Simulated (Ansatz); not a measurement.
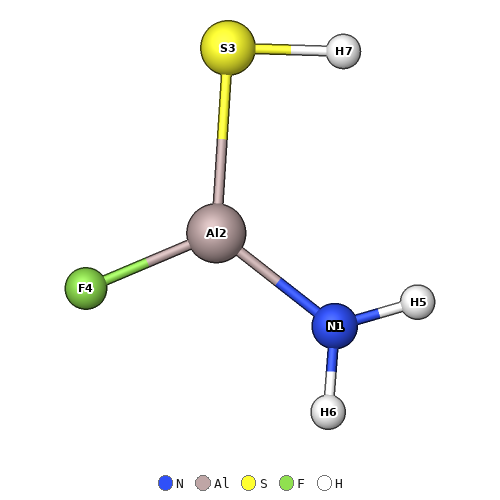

Two computed energy maps of AlFH3NS, SMILES [NH2][Al]([F])[SH]. The picture above is the structure of the first map.

Map 1

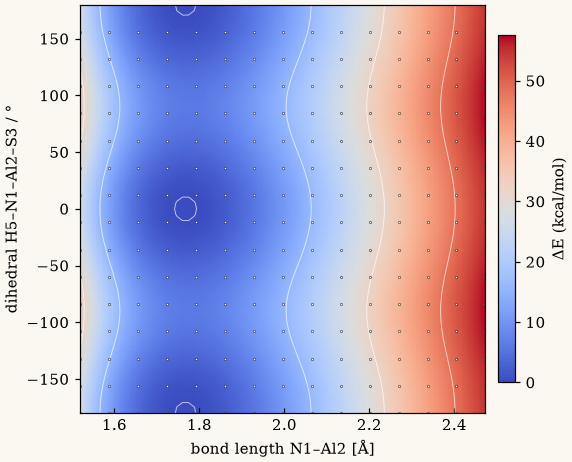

AlFH₃NS, SMILES [NH2][Al]([F])[SH]. Coordinates scanned: (1) bond length N1–Al2; (2) dihedral H5–N1–Al2–S3. Nothing is relaxed (all other coordinates rigid). The grid has 15 × 15 points; 218 points were computed and 7 follow by symmetry. Points are written as (first, second). Energies are in kcal/mol, from the lowest grid point. Level of theory: Ansatz 0.2.0, RKS PBE-D4/def2-TZVP.

In the figure: a smooth colour map with a few white contour lines, dots at the grid points. Between grid points the surface is interpolated.

Map 2

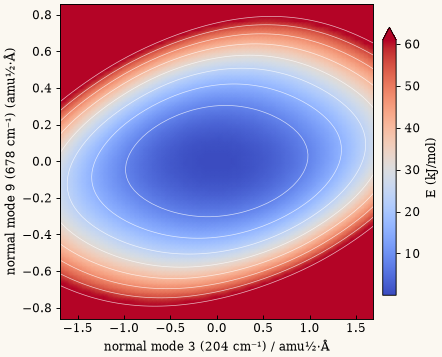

AlFH3NS, SMILES [NH2][Al]([F])[SH]. The first coordinate is: normal mode 3 (204 cm⁻¹); the second: normal mode 9 (678 cm⁻¹). Nothing is relaxed (straight displacements along the two mass-weighted modes). The scan uses a 9 × 9 grid. Points are written as (first, second). All energies are given in kJ/mol relative to the lowest grid point. The calculation used Ansatz 0.2.0, RKS PBE0-D4/def2-TZVP.

Drawn: a smooth colour map with a few white contour lines, one colour for all values above the top of the scale. Between grid points the surface is interpolated.

### What does each map show?

Map 1: The lowest grid point is at (1.792 Å, −180°); the map holds 2 wells of about this depth. The highest grid point, (2.473 Å, −84°), lies 57.5 kcal/mol above the lowest. On the interpolated surface the easiest way out of the lowest well to a well of about the same depth near (1.792 Å, −12°) passes a barrier of about 6.3 kcal/mol. Round the minimum the two coordinates are nearly uncoupled.
Map 2: The lowest grid point is at (0.00 amu½·Å, 0.000 amu½·Å). It is the only kind of minimum in the scanned range. The highest grid point, (−1.69 amu½·Å, 0.861 amu½·Å), lies 218 kJ/mol above the lowest.

### Maps 1, 2 start from a relaxed reference structure. Do they show a way to lower its energy?

No. In each of them the reference is the lowest point, within the accuracy of the grid, so it is stable against the distortions scanned (other distortions weren't tried).
